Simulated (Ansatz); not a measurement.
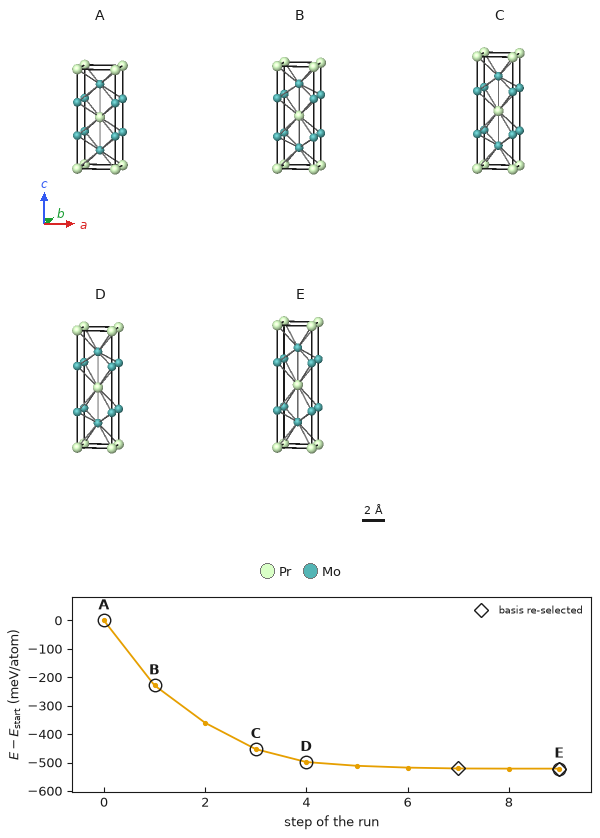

Frames of a relaxation of a crystal of PrMo2 (a generated structure, set up in I4/mmm) (coarse preliminary run), marked on the history of the run. A ball-and-stick model of the conventional cell (2 times the calculation's cell), seen slightly off an axis. Lengths and directions refer to the drawn axes.

All numbers below come from Ansatz 0.2.0, DFT PBE, scalar-relativistic, plane waves, PAW; 4f electrons in the core of a trivalent norm-conserving potential. Settings: plane-wave cutoff 660 eV; k-point mesh 6 × 6 × 6; occupations gaussian; smearing width 0.1 eV; no spin polarisation; cell and atoms relaxed; force threshold 0.04 eV/Å; at most 70 steps.

**What happens along the run?**

The largest moves relative to the cell, 0.34 Å, are those of Mo atoms. Pr stays in place. Cell: a = b 3.635 → 3.292 Å (−9.4 %), c 9.405 → 11.575 Å (+23.1 %). Volume +1.0 %. Near-neighbour distances that change, for instance: Mo–Mo 3.148 → 4.549 Å, Mo–Pr 3.129 → 3.513 Å, Mo–Mo 3.004 → 2.637 Å, Pr–Pr 3.635 → 3.292 Å. The space group stays I4/mmm (No. 139). The energy falls by 521 meV per atom in 7 accepted moves (9 points after the start). Largest force component: 1.5 eV/Å at the start, 0.013 eV/Å at the end. Pressure: −4.09 GPa at the start and 0.15 GPa at the end. At 2 points the geometry stayed and the basis and grid were re-selected for the new cell (energy shift of 3.1 meV per atom at most each time). Cost: 51 s on 1 thread of Intel(R) Xeon(R) Processor @ 2.70GHz, on a shared host, peak memory 0.41 GiB. From step 0 to 1: Mo atoms move most (0.20 Å), volume −4.9 %, energy −229 meV per atom. From step 1 to 3: Mo atoms move most (0.02 Å), volume +3.0 %, energy −224 meV per atom. From step 3 to 4: Mo atoms move most (0.06 Å), energy −45.4 meV per atom. From step 4 to 9: volume +3.0 %, energy −23.1 meV per atom.
